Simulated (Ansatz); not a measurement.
# (SiC)1(MgO)3 [0001] superlattice, started as wurtzite: from the cell to its phonons, part 2 of 2

How does (SiC)1(MgO)3 [0001] superlattice, started as wurtzite vibrate, and is this structure a minimum?

Ansatz 0.2.0; DFT PBEsol, scalar-relativistic, plane waves, PAW.

So far. Step 4 (Relaxing to small forces for the phonons): The largest force component left is 0.46 meV/Å and the pressure is 0.000 GPa, within the tolerances set. The cell now holds 12.30 Å³/atom. The relaxed cell has a = 3.315, c = 10.338 Å (conventional setting).

The structure was built from a prototype and need not be the compound's stable phase.

**5. Modes at Γ**

The zone centre is the only wavevector solved here; it holds the modes that light can see, as far as symmetry allows. No field response is asked, since the mesh shows no gap.

File input.yaml:

```yaml
crystal:
  lattice:
    - [3.3151963347, 0.0, 0.0]
    - [-1.6575981673, 2.8710442444, 0.0]
    - [0.0, 0.0, 10.3376472504]
  atoms:
    - { symbol: C, position: [0.3333333333, 0.6666666667, 0.1757132718] }
    - { symbol: Mg, position: [0.6666666667, 0.3333333333, 0.2549953568] }
    - { symbol: Mg, position: [0.3333333333, 0.6666666667, 0.495321953] }
    - { symbol: Mg, position: [0.6666666667, 0.3333333333, 0.7348127706] }
    - { symbol: O, position: [0.6666666667, 0.3333333333, 0.4508227608] }
    - { symbol: O, position: [0.3333333333, 0.6666666667, 0.6900257389] }
    - { symbol: O, position: [0.6666666667, 0.3333333333, 0.9369077861] }
    - { symbol: Si, position: [0.3333333333, 0.6666666667, 0.0114003619] }
kpoints:
  mp_grid: { grid: [12, 12, 4] }
hamiltonian:
  xc: pbesol
scf:
  occupations: { method: methfessel_paxton, width: 0.2 }
output:
  eigenvalues: true
phonons:
  method: dfpt
```

The run is started by

```
ansatz run input.yaml --threads 4 --pin off --max-ram 14336MiB --backend cpu --events-out ev --progress --plain --runs-dir out
```

Numbers of over 12 decimals in the logs are rounded to 6 here.

What it wrote:

```text
[...]
Crystal: 8 atoms, lattice volume = 98.395 Å³
Basis set: ecut = 420 eV, 1967 PW (Γ), exchange–correlation on 48×48×144 points (8 copies of the dense FFT grid, shifted against one another)
Bands: 36, of which v1, the nominal top of the filled ones, is band 28 counted from 1 (27 counted from 0)
Symmetry: 6 space group operations
k-points: 164 of 576 (irreducible under 2 space group operations, time reversal used)
[...]
SCF iter   1: F=—  HF=-8290.434079 eV  |F-HF|=—  |Δ(HF+E_count)|=         —  Δρ=1.49e-2  dr2=4.83e-1  ethr=1.77e-3  ⟨swp⟩=6.7  Hψ=26326  notcnv=0
[...]
SCF iter  18: F=-8290.347541 eV  HF=-8290.347541 eV  |F-HF|=3.64e-12  |Δ(HF+E_count)|=  1.82e-12  S|Δr|=    0.00e0  Δρ=2.23e-8  dr2=4.35e-12  ethr=1.00e-12  ⟨swp⟩=11.4  Hψ=28451  notcnv=0
SCF 1 converged in 18 iterations: F = -8290.347541 eV  dr2 = 4.35e-12
[...]
DFPT response loops at Γ: preconditioner auto → Kerker (q_TF=auto, 2.484 Å⁻¹) (partly filled bands, converged f_vac=0.008); β = 1.00, the filter's whole step (`scf.mixing.beta` (0.50) is not read by the response loops under this deck's `scf.mixing.preconditioner`; to damp them name `kerker` or `kerker_dos`, under which they read `scf.mixing.beta`, and type it under 1.00, their step now; both keys bind the ground state too); Broyden in place of MSR1
SCF converged after 18 iterations
[...]
Free energy (F): -8290.347541 eV
[...]
Internal energy: -8290.347630 eV  (E = F + TS)
E sigma→0 (E₀):  -8290.347563 eV
Entropy (-TS):   0.000090 eV (0.011 meV/atom)
Fermi energy:    7.746998 eV
Step filling:    the computed levels leave a gap of 0.0000 eV = 0.0 smearing widths at the electron count; against every level under it full and every level over it empty, smearing changes F+E_penalty+E_count by -4.220 meV and its σ→0 estimate by -4.242 meV
[...]
--- Band table (eV; the first three rows and the last of 164) ---
  k-point 0: bands = [... 24 lower, 4.2234, 4.7059, 5.8316, 8.1241, 8.1241, 9.3957, 11.0597, 12.9499, ... 4 higher]
  k-point 1: bands = [... 24 lower, 4.2236, 4.3458, 6.0642, 8.1242, 8.1242, 9.2485, 11.2238, 12.9496, ... 4 higher]
  k-point 2: bands = [... 24 lower, 4.2237, 4.2237, 6.2499, 8.1243, 8.1243, 9.1108, 11.3844, 12.9493, ... 4 higher]
  k-point 163: bands = [... 24 lower, 3.9062, 4.7928, 5.1972, 6.3175, 9.3810, 10.3223, 11.9197, 12.4113, ... 4 higher]
--- Phonons (Γ-DFPT): 16 representative perturbations + reference, on 164 of 576 k-points (Σ response iterations 48) ---
  k mesh reduced under 2 symmetry operations, with k and −k counted as one. Each operation leaves every solved perturbation unchanged. A smaller set is not used because it would not reduce the number of displacements times k-points to solve
  ASR residual: 2.228e-4 → 0.000e0 eV/Å²; symmetrization residual: 1.126e-5 eV/Å²
  ASR residual per site (eV/Å²): 1.25e-5 6.73e-5 8.88e-5 2.23e-4 5.85e-5 6.26e-5 1.08e-5 4.51e-5
  Γ frequencies (cm⁻¹): -307.15 -307.15 0.00 0.00 0.00 112.15 112.15 130.90 130.90 178.10 178.10 225.22 271.08 384.64 446.50 506.87 530.27 530.27 532.95 532.95 545.31 545.31 558.54 1009.44
  non-analytic LO–TO correction: not included (Born effective charges unavailable; polar crystals: no LO–TO splitting at Γ)
```

Run time: 2.4 min. Hardware: 4 threads of Intel Xeon Platinum 8488C (Sapphire Rapids), shared host; peak memory 1.9 GiB.

This step gave:

| Quantity | Value |
| --- | --- |
| sum-rule residual before enforcement | 2.23e-4 eV/Å² |
| point group | 3m |
| highest optical mode at the zone centre (no LO-TO term) | 1009 cm⁻¹ |
| lowest optical zone-centre mode | -307.1 cm⁻¹ |

Patterns of degenerate modes are one choice out of their space. The modes at Γ (shares of kinetic energy by element, %) (negative means imaginary):

```tsv
mode	frequency (cm⁻¹)	symmetry	C %	Mg %	O %	Si %
1	-307.1	E	0	0	65	34
2	-307.1	E	0	0	65	34
3	0.0	acoustic	7	45	30	17
4	0.0	acoustic	7	45	30	17
5	0.0	acoustic	7	45	30	17
6	112.2	E	0	23	38	39
7	112.2	E	0	23	38	39
8	130.9	E	17	62	15	6
9	130.9	E	17	62	15	6
10	178.1	E	7	61	29	3
11	178.1	E	7	61	29	3
12	225.2	A1	12	40	16	32
13	271.1	A1	0	64	34	2
14	384.6	A1	1	70	23	7
15	446.5	A1	2	29	54	15
16	506.9	A1	1	21	76	2
17	530.3	E	0	37	63	0
18	530.3	E	0	37	63	0
19	533.0	E	2	39	60	0
20	533.0	E	2	39	60	0
21	545.3	E	66	32	2	0
22	545.3	E	66	32	2	0
23	558.5	A1	0	29	68	3
24	1009.4	A1	76	1	0	22
```

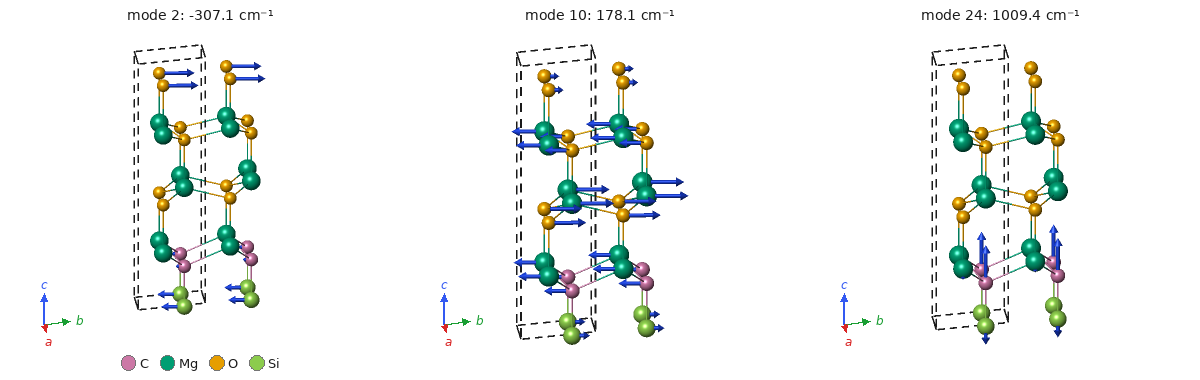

Displacement patterns of modes 2, 10 and 24 at Γ; arrows are exaggerated. 2×2×1 cells are drawn.

Before it was imposed, the acoustic sum rule was missed by 2.2e-4 eV/Å². Small misses are needed for a sound result but don't prove that mesh and cutoff are converged. The lowest optical mode is imaginary, 307.1i cm⁻¹, so the energy falls along it.

**6. Another isotope, element C, natural mass 12.011 amu**

An isotope changes the mass and not the force constants, so no new electronic calculation is needed; the shifts show which modes move this element.

The same force constants with the mass of C changed from 12.011 to 13.003 u (phonopy, no LO-TO term). Both lists are sorted by frequency; levels can cross, so a row need not hold one and the same mode. Modes under 3 cm⁻¹ are left out. Isotope shifts, by row:

```tsv
q	rank	natural mass (cm⁻¹)	changed mass (cm⁻¹)
0 0 0	1	-307.1	-307.1
0 0 0	2	-307.1	-307.1
0 0 0	6	112.2	112.2
0 0 0	7	112.2	112.2
0 0 0	8	130.9	130
0 0 0	9	130.9	130
0 0 0	10	178.1	177.6
0 0 0	11	178.1	177.6
0 0 0	12	225.2	224.1
0 0 0	13	271.1	271.1
0 0 0	14	384.6	384.5
0 0 0	15	446.5	446.1
0 0 0	16	506.9	506.6
0 0 0	17	530.3	529.5
0 0 0	18	530.3	529.5
0 0 0	19	533	530.4
0 0 0	20	533	530.4
0 0 0	21	545.3	534.3
0 0 0	22	545.3	534.3
0 0 0	23	558.5	558.5
0 0 0	24	1009	979.7
```

A mode of this element alone would shift by -3.89 %. The highest zone-centre frequency without the field goes from 1009.4 to 979.7 cm⁻¹ (-3.0 %).

**7. Another isotope, element Mg, natural mass 24.305 amu**

The same for Mg, from 24.30 to 25.98 u.

The same force constants with the mass of Mg changed from 24.305 to 25.983 u (phonopy, no LO-TO term). Both lists are sorted by frequency; levels can cross, so a row need not hold one and the same mode. Modes under 3 cm⁻¹ are left out. Isotope shifts, by row:

```tsv
q	rank	natural mass (cm⁻¹)	changed mass (cm⁻¹)
0 0 0	1	-307.1	-307.1
0 0 0	2	-307.1	-307.1
0 0 0	6	112.2	111.3
0 0 0	7	112.2	111.3
0 0 0	8	130.9	128.2
0 0 0	9	130.9	128.2
0 0 0	10	178.1	174.4
0 0 0	11	178.1	174.4
0 0 0	12	225.2	222.1
0 0 0	13	271.1	265.3
0 0 0	14	384.6	375.7
0 0 0	15	446.5	442.2
0 0 0	16	506.9	503.6
0 0 0	17	530.3	523.9
0 0 0	18	530.3	523.9
0 0 0	19	533	526.3
0 0 0	20	533	526.3
0 0 0	21	545.3	539.6
0 0 0	22	545.3	539.6
0 0 0	23	558.5	553.3
0 0 0	24	1009	1009
```

A mode of this element alone would shift by -3.28 %. The highest zone-centre frequency without the field goes from 1009.4 to 1009.1 cm⁻¹ (-0.0 %).

**8. Isotope substitution, element O, natural mass 15.999 amu**

The same for O, from 16.00 to 18.00 u.

A mode of this element alone would shift by -5.72 %. The highest zone-centre frequency without the field goes from 1009.4 to 1009.3 cm⁻¹ (-0.0 %).

**9. Isotope substitution, element Si, natural mass 28.085 amu**

The same for Si, from 28.09 to 29.97 u.

A mode of this element alone would shift by -3.20 %. The highest zone-centre frequency without the field goes from 1009.4 to 1002.3 cm⁻¹ (-0.7 %).

**10. Results**

```yaml
space_group_after_relaxation_within_0p01_a: P3m1
volume_per_atom: 12.3 Å³
electronic_character: no gap on this mesh
highest_optical_mode_at_the_zone_centre_no_lo_to_term: 1009 cm⁻¹
lowest_optical_zone_centre_mode: -307 cm⁻¹
imaginary_modes_at_gamma_the_only_wavevector_solved: yes
```

What this shows: A zone-centre mode is imaginary (307.1i cm⁻¹), so this structure is not a minimum of the energy. The optical modes at Γ span -307 to 1009 cm⁻¹ (negative means imaginary). No dispersion was computed. The highest mode in this list at Γ, 1009.4 cm⁻¹, is mostly motion of C (76 % of the kinetic energy). With no gap, or one that is small against the smearing, the frequencies hang on the k mesh and the smearing, most of all near Kohn anomalies. The starting cell was built on a prototype and not taken from a measurement, so the phase need not exist. These are harmonic frequencies at zero temperature: anharmonic shifts, linewidths and thermal expansion are left out.

[Logs are printed without paths, hosts, clocks, repeated set-up lines and the standing remarks that a program may print on its own settings, such as how far it seeks lower states.]

[Hosts, paths, dates, database ids (printed as entryN), source tags and the programs' standing remarks are cut or masked in the printed files.]
